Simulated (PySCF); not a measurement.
C4H6FNSi

Input

```
{"job": {"kind": "uv", "xc": "wB97X-D", "basis": "def2-SVPD", "nstates": 8, "ntriplets": 3}, "charge": 0, "multiplicity": 1}
N      3.527310     1.089404     1.388583
C      2.875804     0.543480     0.620820
Si     1.817690    -0.346426    -0.639261
C      0.066347     0.288520    -0.409207
C     -0.970380    -0.460874    -0.059916
C     -2.370068     0.037543     0.112098
F     -2.482575     1.377690    -0.152859
H      2.354033     0.018616    -1.952782
H      1.927955    -1.776930    -0.347328
H     -0.112642     1.343774    -0.580847
H     -0.869945    -1.520906     0.131533
H     -3.054432    -0.480404    -0.572634
H     -2.713487    -0.113000     1.143785
```

Run with:

```sh
OMP_NUM_THREADS=1 python probes_run.py task.json out
```

Geometry: GFN2-xTB.

These are results of wB97X-D/def2-SVPD, SCF density, gas phase (PySCF 2.14.0), not measurements.

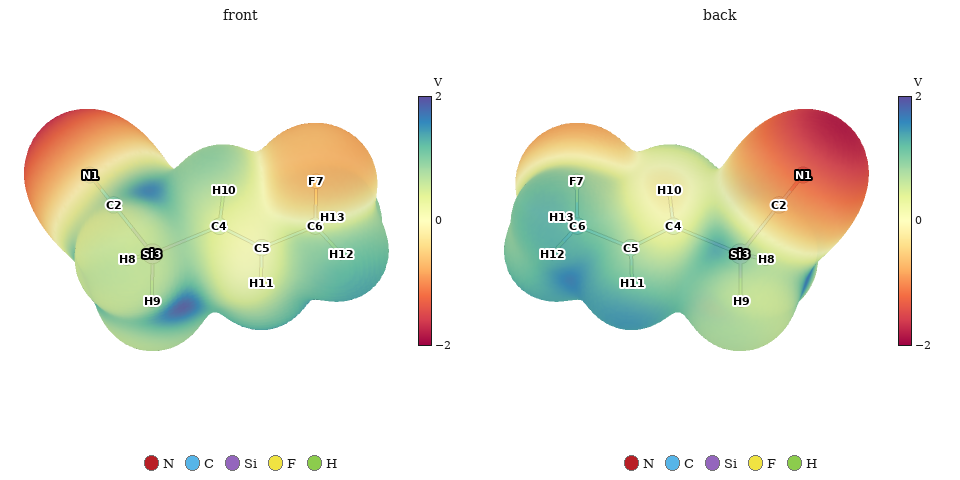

Figure 1. The electrostatic potential painted on the density surface at 0.002 e/bohr³, seen from the front and from behind; the colour scale runs from red (negative) to blue (positive).

Which sites attract a positive test charge, and which a negative one?

A positive charge is drawn to the negative regions and a negative charge to the positive ones. The most negative region (about −1.8 V) lies over N1, the most positive (about +1.8 V) over Si3. N1 is the likeliest acceptor of a hydrogen bond.

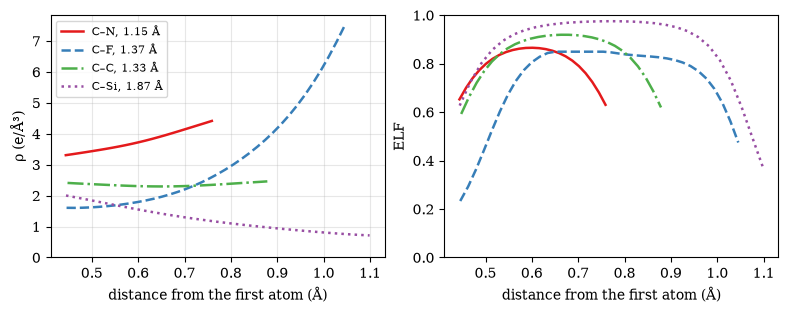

Figure 2. Electron density and electron localisation function along straight lines between neighbouring atoms. The curves leave out the atomic cores.

What can be read from the curves?

C–N (1.15 Å): ρ at the midpoint is about 3.6 e/Å³; the ELF peaks at about 0.85 between the atoms; a multiple bond.
C–F (1.37 Å): ρ is about 2.1 e/Å³ halfway, with its minimum of 1.6 e/Å³ about 0.5 Å from C; the ELF peaks at about 0.85 between the atoms, as expected for a shared but strongly polarised pair.
C–C (1.33 Å): the density is about 2.3 e/Å³ at the midpoint; the ELF peaks at about 0.90 between the atoms: a short, multiple covalent bond.
C–Si (1.87 Å): ρ is about 0.89 e/Å³ halfway; the ELF peaks at about 1 between the atoms (a shared electron pair).
